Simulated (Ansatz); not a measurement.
F2GeH2Si (SMILES F[SiH](F)[GeH])

The calculation's input:

```
crystal:
  periodic: [false, false, false]
  atoms:
    - {symbol: F, position_ang: [-0.891406, -1.330755, 0.796798]}
    - {symbol: F, position_ang: [0.113734, 0.901662, 1.695796]}
    - {symbol: Ge, position_ang: [-0.650059, 1.345597, -1.331908]}
    - {symbol: Si, position_ang: [0.153487, -0.138922, 0.437534]}
    - {symbol: H, position_ang: [0.850244, 1.877205, -1.431742]}
    - {symbol: H, position_ang: [1.501071, -0.778947, 0.411512]}
basis:
  gaussian: {orbitals: def2-TZVPD}
hamiltonian: {xc: {name: PBE0}}
output: {forces: true, orbitals: {seedname: orbitals}}
```

Run with:

```sh
ansatz run input.yaml --threads 2 --pin off --max-ram 4350MiB --events-out events.jsonl --progress --plain --runs-dir runs
```

Geometry: r2SCAN-D4/def2-SVP.

All numbers below come from Ansatz 0.2.0, isolated molecule in a Gaussian basis; Kohn-Sham density functional theory, functional PBE0.

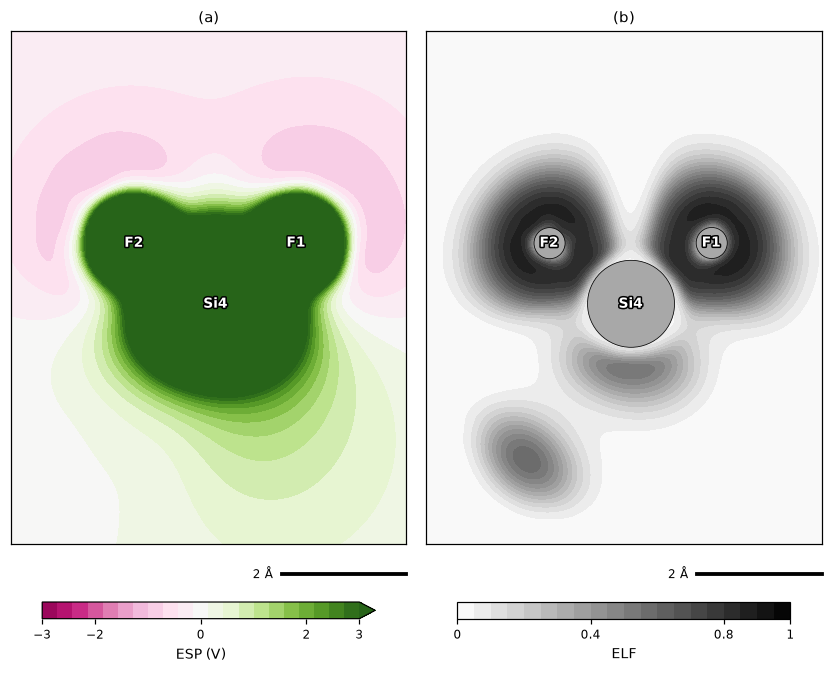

Figure 1. (a) electrostatic potential; (b) electron localisation function on the plane of atoms F1, Si4 and F2. Grey discs cover the atomic cores in the ELF map.

**What do the fields say about this system?**

- The plane passes through F and Si nuclei.
- Si–F (1.63 Å): the ELF peaks at about 0.85 in the valence shell of F, 0.6 Å from its nucleus, and is about 0.50 at the midpoint.
- The ELF also peaks beside F1 and F2, away from the bonds: lone-pair regions.
- Outside the dense part of the molecule the potential is most negative (−1.0 V) near F1.

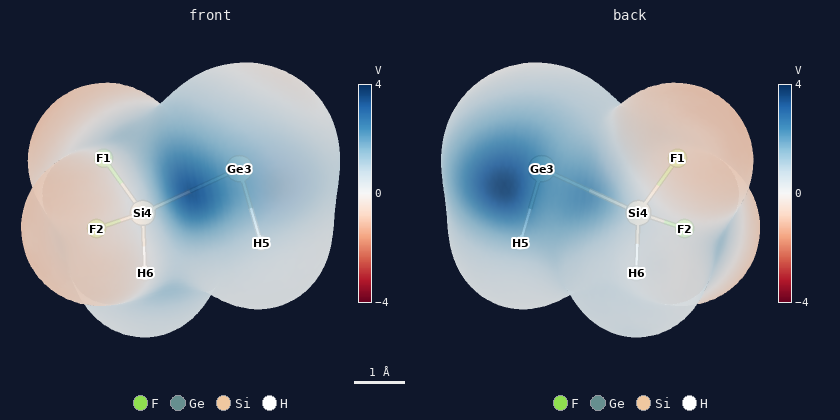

Figure 2. The molecular electrostatic potential painted on the density surface at 0.002 e/bohr³, seen from the front and from behind; the colour scale runs from red (negative) to blue (positive).

**Describe the electrostatic potential map.**

The most negative region (about −0.9 V, or −21 kcal/mol for a unit charge) lies over F1 and F2, the most positive (about +3.5 V, or +81 kcal/mol for a unit charge) over Ge3.

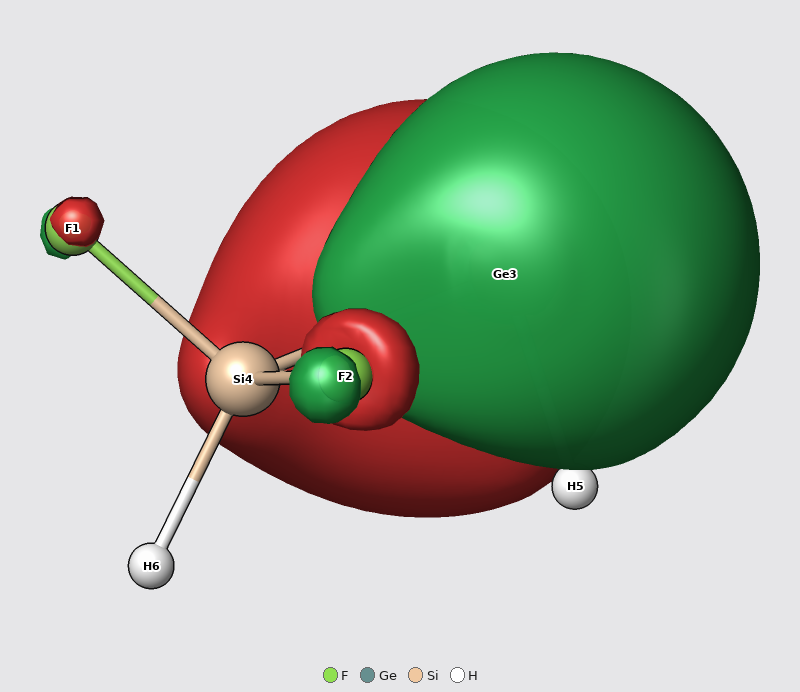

Figure 3. One frontier orbital at ±0.1 Å⁻³ᐟ² (green and red are the two phases), seen at a tilt.

**Which orbital is it: HOMO or LUMO?**

The LUMO, at −3.72 eV. By Hirshfeld shares it lies mainly on Ge3 (about 80 %).
